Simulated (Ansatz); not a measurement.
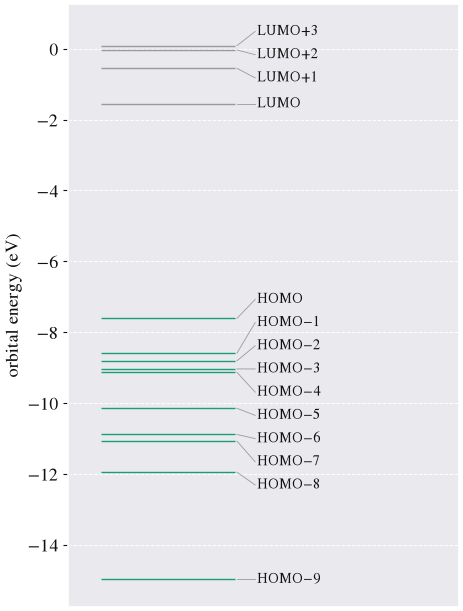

Kohn-Sham orbital energies near the frontier, r2SCANh/def2-TZVPP, the Ansatz code, at a PBE0-D4/def2-TZVP geometry (a minimum by its frequencies), isolated molecule; empty levels in grey, levels within 0.03 eV side by side.

**Which molecule has this level scheme?**
A. InHSeF₂, SMILES [F][In]([F])[SeH], singlet
B. C₂H₈Ge, SMILES C[CH2][GeH3], singlet
C. GeH₂SCl₂, SMILES [SH][GeH]([Cl])[Cl], singlet

C. HOMO −7.61 eV, LUMO −1.55 eV, separation 6.06 eV.

Caveats: no scalar relativity up to krypton; empty levels above zero depend strongly on the basis.
